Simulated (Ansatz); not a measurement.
# Phonon-limited resistivity of Pd(100) film of 4 layers

The plan: relax Pd(100) film of 4 layers, check its phonons, and, if the lattice is stable, compute its Eliashberg function and ρ(T).

Program: Ansatz 0.2.0. Level of theory: DFT PBE, scalar-relativistic, plane waves, PAW. Results are calculated unless marked as measured.

### Step 1. The structure

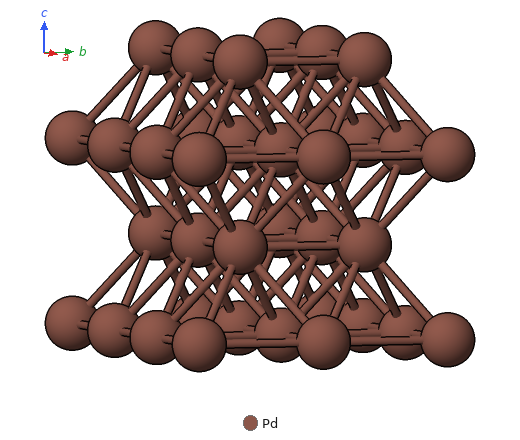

Start, viewed from the side, with the c axis up; palladium brown. 3×2×1 cells are drawn. Some periodic images of atoms are drawn too.

The cell holds 4 atoms: 4 Pd. Its edges and angles: a = 2.751 Å, b = 2.751 Å, c = 16.835 Å, α = 90.0°, β = 90.0°, γ = 90.0°. It derives from Pd. Vacuum lies along c.

### Step 2. Relaxing cell and atoms

Lattice constant and positions set the bands and the force constants, so the cell is relaxed first.

File input.yaml:

```yaml
crystal:
  lattice:
    - [2.75065, 0.0, 0.0]
    - [0.0, 2.75065, 0.0]
    - [0.0, 0.0, 16.835]
  atoms:
    - { symbol: Pd, position: [0.0, 0.0, 0.32670033] }
    - { symbol: Pd, position: [0.5, 0.5, 0.44223344] }
    - { symbol: Pd, position: [0.0, 0.0, 0.55776656] }
    - { symbol: Pd, position: [0.5, 0.5, 0.67329967] }
  periodic: [true, true, false]
kpoints:
  mp_grid: { grid: [10, 10, 1] }
hamiltonian:
  xc: pbe
scf:
  occupations: { method: gaussian, width: 0.1 }
output:
  forces: true
  stress: true
  eigenvalues: true
  write_density: true
  write_potential: true
  elf: true
  volumetric_format: npy
relax:
  adjacent_minimum: "off"
  f_tol: 0.005
  max_steps: 80
  cell: { stress_2d_tol: 0.02 }
```

Launch:

```sh
$ ansatz run input.yaml --threads 4 --pin off --max-ram 16384MiB --backend cpu --events-out ev --progress --plain --runs-dir out
```

Numbers of over 12 decimals in the logs are rounded to 6 here.

The program printed:

```text
Warning: crystal.periodic: the lattice vector that does not repeat stood 0.000° off the slab's normal, 16.835 Å along it as the deck builds it. The run solves the slab on a vector along the normal, 35.470 Å long, with every atom where it was (on the deck's vector they left 11.00 Å outside them, and the widest stretch free of ions among them is 1.95 Å). A fractional position that the run reports is one of the run's ce [...]
crystal.periodic: the lattice vector that does not repeat stood 0.000° off the slab's normal, 16.835 Å along it as the deck builds it. The run solves the slab on a vector along the normal, 35.470 Å long, with every atom where it was (on the deck's vector they left 11.00 Å outside them, and the widest stretch free of ions among them is 1.95 Å). A fractional position that the run reports is one of the run's cell, which [...]
Engine: ansatz 0.2.0, aarch64-unknown-linux-gnu
Pseudopotentials: kind: paw
Pseudopotential: Pd, paw, valence charge 18, recommended cutoff 420 eV (normal), Pd.paw.azcp
Functional definition: PBE
  parameter kappa = 0.804
  parameter beta = 0.066725
  exchange = pbe_x(kappa = kappa, mu = beta*pi^2/3)
  correlation = pbe_c(beta = beta)
Crystal: 4 atoms, lattice volume = 268.369 Å³
Basis set: ecut = 420 eV, 5347 PW (Γ), exchange–correlation on 40×40×480 points (8 copies of the dense FFT grid, shifted against one another)
Bands: 44, of which v1, the nominal top of the filled ones, is band 36 counted from 1 (35 counted from 0)
Symmetry: 16 space group operations
Space group: P4/nmm (ITA 129), of the structure as read, at distance tolerance 6.5e-5 Å
k-points: 21 of 100
Non-local potential: Pd, projectors of the file, l = 0: 2, l = 1: 2, l = 2: 2, l = 3: 1
PAW form: soft (Blöchl's): semilocal exchange-correlation on the pseudo side does not see the compensation charge
PAW one-centre angular grid: Pd, 590 points (default); XC on 64 Gauss nodes
Initial density: superposition of atomic densities (neutral atoms: chi_scale 0, normalization atom), corrected by the library's trained network
Initial wavefunctions: pseudopotential atomic-orbital guess
Functional: x = pbe(κ = 0.804, μ = 0.219515), c = pbe(β = 0.066725)
SCF iter   1: F=—  HF=-27889.992954 eV  |F-HF|=—  |Δ(HF+E_count)|=         —  Δρ=7.23e-3  dr2=7.29e-1  ethr=1.77e-3  ⟨swp⟩=20.8  Hψ=7999  notcnv=0  defer=13
preconditioner: auto → LDOS  [metal: Δε(μ)=0.006 eV  Ē_g=6.995 eV  σ=0.100 eV  W_gap=0.03  n_scr=24 (ndim 8)  ℏωp=14.3 eV  f_vac=0.734  D(μ)=11.01/eV (n_scr^D=98)  β→1.0]
SCF iter   2: F=—  HF=-27889.972408 eV  |F-HF|=—  |Δ(HF+E_count)|=   2.05e-2  Δρ=6.03e-3  dr2=1.76e-1  ethr=1.01e-3  ⟨swp⟩=3.2  Hψ=1366  notcnv=0  defer=40
SCF iter   3: F=—  HF=-27889.965300 eV  |F-HF|=—  |Δ(HF+E_count)|=   7.11e-3  Δρ=2.66e-3  dr2=1.24e-1  ethr=2.45e-4  ⟨swp⟩=2.7  Hψ=1456  notcnv=0  defer=40
SCF iter   4: F=—  HF=-27889.961206 eV  |F-HF|=—  |Δ(HF+E_count)|=   4.09e-3  Δρ=7.71e-4  dr2=4.14e-3  ethr=1.72e-4  ⟨swp⟩=1.6  Hψ=971  notcnv=0  defer=40
SCF iter   5: F=—  HF=-27889.962861 eV  |F-HF|=—  |Δ(HF+E_count)|=   1.65e-3  Δρ=3.80e-4  dr2=7.26e-4  ethr=5.74e-6  ⟨swp⟩=3.0  Hψ=1752  notcnv=0  defer=40
SCF iter   6: F=—  HF=-27889.962754 eV  |F-HF|=—  |Δ(HF+E_count)|=   1.07e-4  Δρ=6.31e-5  dr2=1.46e-5  ethr=1.01e-6  ⟨swp⟩=3.0  Hψ=1748  notcnv=0  defer=40
SCF iter   7: F=—  HF=-27889.962722 eV  |F-HF|=—  |Δ(HF+E_count)|=   3.21e-5  Δρ=2.57e-5  dr2=4.12e-6  ethr=2.03e-8  ⟨swp⟩=3.3  Hψ=2134  notcnv=0  defer=40
SCF iter   8: F=—  HF=-27889.962722 eV  |F-HF|=—  |Δ(HF+E_count)|=   4.57e-8  Δρ=1.23e-5  dr2=4.70e-7  ethr=5.72e-9  ⟨swp⟩=3.0  Hψ=1636  notcnv=0  defer=40
iter 9 did not close the SCF: its close was put off until two iterations running show no level that it waits for move by more than its bar (scf_convergence_deferred on its scf_iter line)
SCF iter   9: F=-27889.962722 eV  HF=-27889.962722 eV  |F-HF|=6.73e-8  |Δ(HF+E_count)|=   3.66e-7  Δρ=2.90e-6  dr2=3.34e-8  ethr=1.39e-10  ⟨swp⟩=30.4  Hψ=10932  notcnv=0
SCF iter  10: F=-27889.962722 eV  HF=-27889.962722 eV  |F-HF|=4.02e-8  |Δ(HF+E_count)|=   4.22e-8  Δρ=1.35e-6  dr2=4.76e-9  ethr=4.64e-11  ⟨swp⟩=13.0  Hψ=7933  notcnv=0
SCF 1 converged in 10 iterations: F = -27889.962722 eV  dr2 = 4.76e-9
  greatest PAW one-centre occupation: 0.999 electrons in one spin orbital (limit 2), on the Pd atom at site 3 (counted from 0), in its partial waves of l = 0
relax step   1: F+E_penalty+E_count = -27889.96272222 eV  Δ(F+E_penalty+E_count) = +0.000e0 eV  max|allowed force component| = 2.032e-1 eV/Å  Δτ_max = 0.0000 Å  P = -0.190 N/m  Ω = 268.369 Å³  fix = [c, alpha, beta]  reactions: c +0.000 N/m  (10 SCF iters, dr2 threshold 1.00e-7 eV, accepted)
Crystal: 4 atoms, lattice volume = 265.098 Å³
Basis set: ecut = 420 eV, 5283 PW (Γ), exchange–correlation on 40×40×480 points (8 copies of the dense FFT grid, shifted against one another)
Initial density: handed on by an earlier stage of this run
Initial wavefunctions: those handed on with the density
iter 1 solved again at ethr=1.54e-4 eV; its pass at ethr=3.10e-3 eV (dr2=1.11e-1 eV) is discarded
SCF iter   1: F=—  HF=-27890.021233 eV  |F-HF|=—  |Δ(HF+E_count)|=         —  Δρ=7.07e-3  dr2=1.11e-1  ethr=1.54e-4  ⟨swp⟩=2.6  Hψ=5998  notcnv=0
preconditioner: auto → LDOS  [metal: Δε(μ)=0.022 eV  Ē_g=7.111 eV  σ=0.100 eV  W_gap=0.12  n_scr=24 (ndim 8)  ℏωp=14.4 eV  f_vac=0.729  D(μ)=9.50/eV (n_scr^D=80)  β→1.0]
SCF iter   2: F=—  HF=-27890.035825 eV  |F-HF|=—  |Δ(HF+E_count)|=   1.46e-2  Δρ=5.69e-3  dr2=2.49e-1  ethr=1.54e-4  ⟨swp⟩=3.3  Hψ=2333  notcnv=0  defer=6  recentre
SCF iter   3: F=—  HF=-27889.991717 eV  |F-HF|=—  |Δ(HF+E_count)|=   4.41e-2  Δρ=1.64e-3  dr2=5.18e-3  ethr=1.54e-4  ⟨swp⟩=2.9  Hψ=1949  notcnv=0  defer=16
SCF iter   4: F=—  HF=-27889.991492 eV  |F-HF|=—  |Δ(HF+E_count)|=   2.25e-4  Δρ=4.26e-4  dr2=1.93e-3  ethr=7.20e-6  ⟨swp⟩=3.2  Hψ=1917  notcnv=0  defer=16
SCF iter   5: F=—  HF=-27889.991367 eV  |F-HF|=—  |Δ(HF+E_count)|=   1.25e-4  Δρ=1.73e-4  dr2=4.93e-4  ethr=2.68e-6  ⟨swp⟩=2.1  Hψ=1311  notcnv=0  defer=16
SCF iter   6: F=—  HF=-27889.991408 eV  |F-HF|=—  |Δ(HF+E_count)|=   4.12e-5  Δρ=1.02e-4  dr2=3.47e-5  ethr=6.84e-7  ⟨swp⟩=2.2  Hψ=1391  notcnv=0  defer=16
SCF iter   7: F=—  HF=-27889.991340 eV  |F-HF|=—  |Δ(HF+E_count)|=   6.76e-5  Δρ=5.14e-5  dr2=1.05e-5  ethr=4.83e-8  ⟨swp⟩=3.0  Hψ=1636  notcnv=0  defer=19
SCF iter   8: F=—  HF=-27889.991344 eV  |F-HF|=—  |Δ(HF+E_count)|=   3.65e-6  Δρ=3.37e-5  dr2=1.18e-6  ethr=1.46e-8  ⟨swp⟩=3.3  Hψ=1857  notcnv=0  defer=19
[...]
SCF 3 converged in 11 iterations: F = -27890.001658 eV  dr2 = 3.35e-10
relax step   3: F+E_penalty+E_count = -27890.00165766 eV  Δ(F+E_penalty+E_count) = -1.031e-2 eV  max|allowed force component| = 2.629e-2 eV/Å  Δτ_max = 0.0511 Å  P = -0.606 N/m  Ω = 259.814 Å³  energy of the carried Pulay correction = +8.412e-4 eV  fix = [c, alpha, beta]  reactions: c +0.000 N/m  (11 SCF iters, dr2 threshold 4.00e-7 eV, accepted)
[...]
relax step   4: F+E_penalty+E_count = -27890.00184916 eV  Δ(F+E_penalty+E_count) = -1.915e-4 eV  max|allowed force component| = 3.251e-2 eV/Å  Δτ_max = 0.0104 Å  P = +0.560 N/m  Ω = 258.383 Å³  energy of the carried Pulay correction = +9.846e-4 eV  fix = [c, alpha, beta]  reactions: c +0.000 N/m  (9 SCF iters, dr2 threshold 3.66e-7 eV, accepted)
[...]
relax step   5: F+E_penalty+E_count = -27890.00235484 eV  Δ(F+E_penalty+E_count) = -5.057e-4 eV  max|allowed force component| = 9.786e-4 eV/Å  Δτ_max = 0.0066 Å  P = +0.009 N/m  Ω = 258.963 Å³  energy of the carried Pulay correction = +9.264e-4 eV  fix = [c, alpha, beta]  reactions: c +0.000 N/m  (7 SCF iters, dr2 threshold 3.13e-7 eV, accepted)
[...]
relax step   6: F+E_penalty+E_count = -27890.00125379 eV  Δ(F+E_penalty+E_count) = +1.101e-3 eV  max|allowed force component| = 1.058e-3 eV/Å  Δτ_max = 0.0000 Å  P = +0.033 N/m  Ω = 258.963 Å³  fix = [c, alpha, beta]  reactions: c +0.000 N/m  stress off target by 3.33e-2 N/m on what of the cell is left free  SCF on the basis re-selected at this cell (its energy is not comparable with the rows above)  (11 SCF iters)
[...]
relax step   7: F+E_penalty+E_count = -27890.00124891 eV  Δ(F+E_penalty+E_count) = +4.874e-6 eV  max|allowed force component| = 1.565e-4 eV/Å  Δτ_max = 0.0002 Å  P = +0.000 N/m  Ω = 259.027 Å³  energy of the carried Pulay correction = -6.621e-6 eV  fix = [c, alpha, beta]  reactions: c +0.000 N/m  (10 SCF iters, accepted)
iter 1 solved again at ethr=3.23e-7 eV; its pass at ethr=3.10e-3 eV (dr2=2.33e-4 eV) is discarded
SCF iter   1: F=—  HF=-27890.001198 eV  |F-HF|=—  |Δ(HF+E_count)|=         —  Δρ=9.46e-6  dr2=2.62e-8  ethr=3.23e-7  ⟨swp⟩=6.1  Hψ=11701  notcnv=0
eigensolver tolerance schedule: the retry pair's looser diagonalisation over-reported the residual by 8879.05 of it (diagonalisation noise at 12.36 of the residual, at the tolerance the schedule requests for it); recorded, not acted on — ethr = c·dr2/N_el stays at c = 1.0e-1
preconditioner: auto → LDOS  [metal: Δε(μ)=0.017 eV  Ē_g=7.175 eV  σ=0.100 eV  W_gap=0.10  n_scr=24 (ndim 8)  ℏωp=14.6 eV  f_vac=0.725  D(μ)=8.97/eV (n_scr^D=72)  β→1.0]
SCF iter   2: F=—  HF=-27890.001252 eV  |F-HF|=—  |Δ(HF+E_count)|=   5.35e-5  Δρ=2.82e-6  dr2=1.88e-8  ethr=3.64e-11  ⟨swp⟩=6.2  Hψ=3730  notcnv=0
SCF iter   3: F=—  HF=-27890.001249 eV  |F-HF|=—  |Δ(HF+E_count)|=   2.81e-6  Δρ=1.15e-6  dr2=2.29e-9  ethr=2.61e-11  ⟨swp⟩=3.6  Hψ=2056  notcnv=0
SCF iter   4: F=—  HF=-27890.001250 eV  |F-HF|=—  |Δ(HF+E_count)|=   1.21e-6  Δρ=6.90e-7  dr2=1.41e-9  ethr=3.18e-12  ⟨swp⟩=3.0  Hψ=1704  notcnv=0
SCF iter   5: F=—  HF=-27890.001252 eV  |F-HF|=—  |Δ(HF+E_count)|=   1.28e-6  Δρ=2.93e-7  dr2=2.40e-10  ethr=1.96e-12  ⟨swp⟩=2.5  Hψ=1261  notcnv=0
SCF iter   6: F=—  HF=-27890.001252 eV  |F-HF|=—  |Δ(HF+E_count)|=   2.08e-7  Δρ=1.26e-7  dr2=9.76e-11  ethr=1.00e-12  ⟨swp⟩=1.9  Hψ=1088  notcnv=0
SCF iter   7: F=—  HF=-27890.001252 eV  |F-HF|=—  |Δ(HF+E_count)|=   1.16e-7  Δρ=4.08e-8  dr2=1.34e-11  ethr=1.00e-12  ⟨swp⟩=1.9  Hψ=996  notcnv=0
iter 8 met the thresholds in force, and the SCF goes on: an eigenvalue changes by 1.21 meV, over its tolerance of 1.01 meV (output.eigenvalues, Limitations)
SCF iter   8: F=-27890.001252 eV  HF=-27890.001252 eV  |F-HF|=9.35e-10  |Δ(HF+E_count)|=   1.63e-8  Δρ=3.07e-8  dr2=2.49e-12  ethr=1.00e-12  ⟨swp⟩=15.1  Hψ=6701  notcnv=0
SCF iter   9: F=-27890.001252 eV  HF=-27890.001252 eV  |F-HF|=3.64e-12  |Δ(HF+E_count)|=   1.11e-9  Δρ=4.10e-8  dr2=4.04e-12  ethr=1.00e-12  ⟨swp⟩=1.0  Hψ=924  notcnv=0
SCF iter  10: F=-27890.001252 eV  HF=-27890.001252 eV  |F-HF|=8.00e-11  |Δ(HF+E_count)|=  1.64e-10  Δρ=3.07e-8  dr2=2.10e-12  ethr=1.00e-12  ⟨swp⟩=7.0  Hψ=4865  notcnv=0
SCF 8 converged in 10 iterations: F = -27890.001252 eV  dr2 = 2.10e-12
relax step   8: F+E_penalty+E_count = -27890.00125185 eV  Δ(F+E_penalty+E_count) = -2.932e-6 eV  max|allowed force component| = 1.562e-4 eV/Å  Δτ_max = 0.0000 Å  P = +0.000 N/m  Ω = 259.027 Å³  fix = [c, alpha, beta]  reactions: c +0.000 N/m  stress off target by 6.30e-5 N/m on what of the cell is left free  SCF on the basis re-selected at this cell (its energy is not comparable with the rows above)  (10 SCF iters)
basis re-selected at this cell: Δ(F+E_penalty+E_count) = -2.932e-6 eV, ΔP = -0.000 N/m vs the last step (what re-selecting the basis moved, of the pressure what is left beyond the Pulay correction that the steps carried, after the strain that the cell walked since its last selection, with what the two solves' SCF thresholds leave and, on support functions, any second-order correction that the steps lacked; it is no m [...]
SCF converged after 10 iterations
an eigenvalue changed by more than its tolerance at an iteration that met the thresholds in force, so the SCF went on 1 time: the last check found none over its tolerance
Free energy (F): -27890.001252 eV
Harris-Foulkes:  -27890.001252 eV  (|F-HF|=8.00e-11)
Internal energy: -27889.956386 eV  (E = F + TS)
E sigma→0 (E₀):  -27889.978819 eV
Entropy (-TS):   -0.044866 eV (-11.216 meV/atom)
Fermi energy:    -5.134625 eV
--- Per-component energies (eV) ---
  E_band       = -2319.799052
  E_kinetic    = 2054.510812
  E_local      = -405222.191108  (includes V_loc(G=0)·N_el)
  E_nonlocal   = 870.785559
  E_hartree    = 201070.195335
  E_xc         = -672.322937
  E_vxc        = -843.094358  (∫ρ·V_xc dr)
  E_paw        = -15002.523325  (= ΣΔE_a)
  E_vpaw       = -1320.201120  (= ΣTr[D̂ρ^β])
  E_aug_tail   = 0.000848  (compensation charges beyond the density's cutoff)
  E_ewald      = 189011.588430
  E_smearing   = -0.044866  (= −TS)
  E_closure    = -0.000000  (closes the sum)
  Σ components = -27890.001252   (vs F -27890.001252, Δ=0.00e0)
--- Forces (eV/Å), atoms counted from 1 ---
  atom   1  Pd     0.00000000    -0.00000000     0.00015616
  atom   2  Pd    -0.00000000    -0.00000000    -0.00002783
  atom   3  Pd    -0.00000000    -0.00000000     0.00002783
  atom   4  Pd     0.00000000    -0.00000000    -0.00015616
  max |Σ_I F_I| component: 3.49e-26 eV/Å
--- 2D stress c σ (N/m, compression-positive) ---
        0.000063      -0.000000       0.000000
       -0.000000       0.000063       0.000000
        0.000000       0.000000       0.000000
  P = ½ c Tr σ = 0.0001 N/m
--- Band table (eV; the first three rows and the last of 21) ---
  k-point 0: bands = [... 32 lower, -5.5765, -5.5765, -5.5334, -5.1612, -5.0673, -5.0001, -5.0001, -4.2170, ... 4 higher]
  k-point 1: bands = [... 32 lower, -5.9110, -5.8787, -5.3736, -5.3318, -5.2988, -5.1828, -4.9623, -3.6505, ... 4 higher]
  k-point 2: bands = [... 32 lower, -6.0786, -6.0677, -5.5998, -5.5354, -5.1909, -5.0153, -4.7904, -2.6335, ... 4 higher]
  k-point 20: bands = [... 32 lower, -4.5862, -4.5862, -4.2639, -4.2639, -0.3158, -0.3158, 1.8645, 1.8645, ... 4 higher]
  ° read free of the cell's end (the report's vacuum.weakly_bound_levels)
--- Relaxed structure (6 steps of the walk, 6 accepted, 2 SCFs on fresh bases) ---
  F+E_penalty+E_count = -27890.00125185 eV   max|allowed force component| = 1.562e-4 eV/Å   (the final SCF, on the basis selected at the relaxed cell)
  cell:  # Å, volume = 259.0272 Å³
    - [2.702353, 0, 0.0]
    - [0, 2.702353, 0.0]
    - [0.0, 0.0, 35.4699997778]
  atoms:
    - { symbol: Pd, position: [0, 0, 0.150839] }
    - { symbol: Pd, position: [0.500000, 0.500000, 0.208338] }
    - { symbol: Pd, position: [0, 0, 0.266289] }
    - { symbol: Pd, position: [0.500000, 0.500000, 0.323787] }
```

Wall time 56 s (4 threads of Arm Neoverse V1, shared host); peak memory 0.69 GiB.

Relaxation path:

```
step  energy less that of the first step (eV)  largest force component (eV/Å)  volume (Å³)
   1                                   0.0000                          0.2032       268.37
   2                                  -0.0286                          0.0117       265.10
   3                                  -0.0389                          0.0263       259.81
   4                                  -0.0391                          0.0325       258.38
   5                                  -0.0396                          0.0010       258.96
  6*                                  -0.0385                          0.0011       258.96
   7                                  -0.0385                          0.0002       259.03
  8*                                  -0.0385                          0.0002       259.03
```

Relaxation steps marked * repeat the geometry before them on a plane-wave basis chosen anew for their cell, so energy and pressure can jump there.

Forces are held to the 16 operations that the run works with; a distortion that breaks them can't arise in this run.

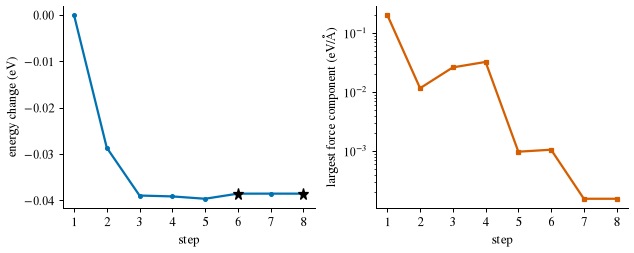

Energy and largest force along the relaxation. Stars mark steps on a basis chosen anew.

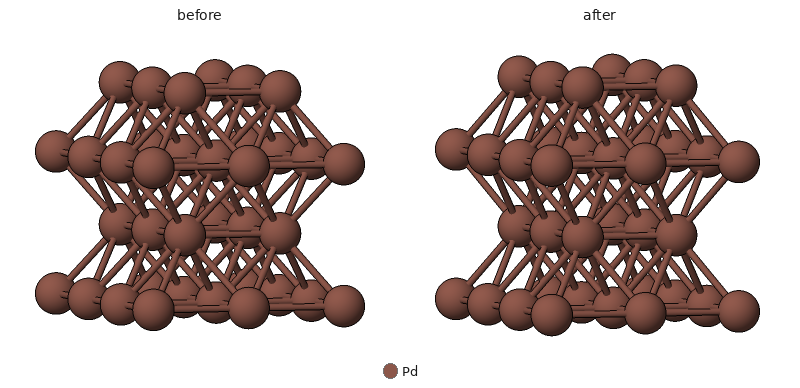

Before and after, at one scale.

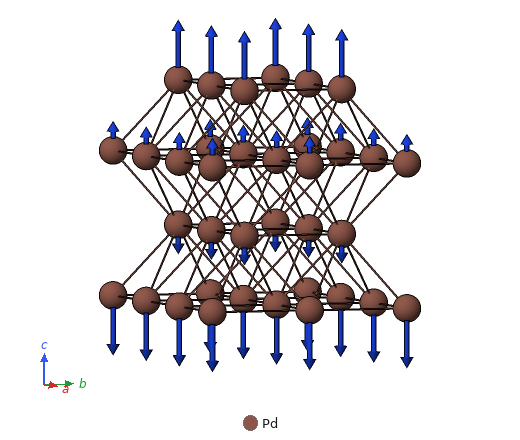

Displacements in the relaxation, exaggerated, measured against the changing cell; the longest in the cell stands for 0.15 Å. 3×2×1 cells are drawn. Some periodic images of atoms are drawn too.

```
cell as run  before  after  change
      a (Å)   2.751  2.702  -1.8 %
      b (Å)   2.751  2.702  -1.8 %
```

The atoms that moved most (Å, along periodic axes as changes of fractional coordinates times the final cell, across vacuum about the mean position):

```
atom     dx     dy      dz  length
 Pd1  0.000  0.000  -0.150   0.150
 Pd4  0.000  0.000   0.150   0.150
 Pd3  0.000  0.000   0.055   0.055
 Pd2  0.000  0.000  -0.055   0.055
```

The relaxed structure:

```xyz
4
Lattice="2.7024 0.0000 0.0000 0.0000 2.7024 0.0000 0.0000 0.0000 35.4700" Properties=species:S:1:pos:R:3
Pd    0.0000    0.0000    5.3503
Pd    1.3512    1.3512    7.3897
Pd    0.0000    0.0000    9.4453
Pd    1.3512    1.3512   11.4847
```

Numbers from this step:

```yaml
metallic_on_mesh: yes
gap_on_the_k_mesh: 0 eV
```

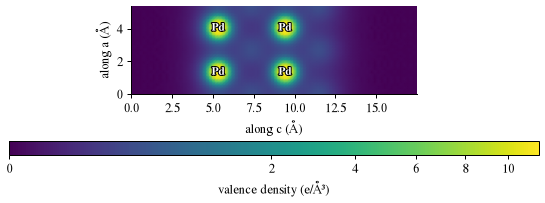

Valence density in the ca plane at fractional y = 0.000, with atoms of Pd within 0.2 Å of it. It is the smooth field of the valence electrons, not physical close to the nuclei. The map starts off the cell's origin, so that atoms lie inside it. The colour scale is stretched toward low values. The far vacuum is left out of the map.

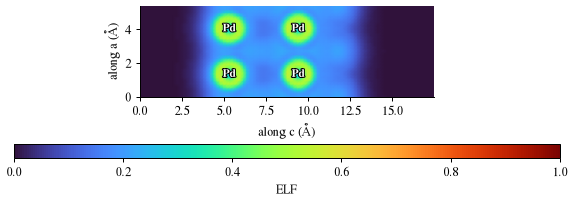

ELF in the ca plane at fractional y = 0.000, with atoms of Pd within 0.2 Å of it. It is the smooth field of the valence electrons, not physical close to the nuclei. The map starts off the cell's origin, so that atoms lie inside it. The far vacuum is left out of the map.

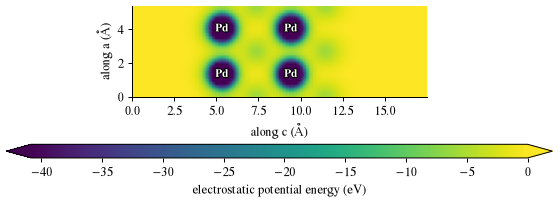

Electrostatic potential energy in the ca plane at fractional y = 0.000, with atoms of Pd within 0.2 Å of it. With pseudopotentials it is smooth inside the atoms' cores, unlike the true potential. The map starts off the cell's origin, so that atoms lie inside it. The far vacuum is left out of the map.

The relaxation ends with a largest force component of 1.6e-4 eV/Å.

[end of part 1 of 4]

[Logs are printed without paths, hosts, clocks, repeated set-up lines and the standing remarks that a program may print on its own settings, such as how far it seeks lower states.]

[Hosts, paths, dates, database ids (printed as entryN), source tags and the programs' standing remarks are cut or masked in the printed files.]
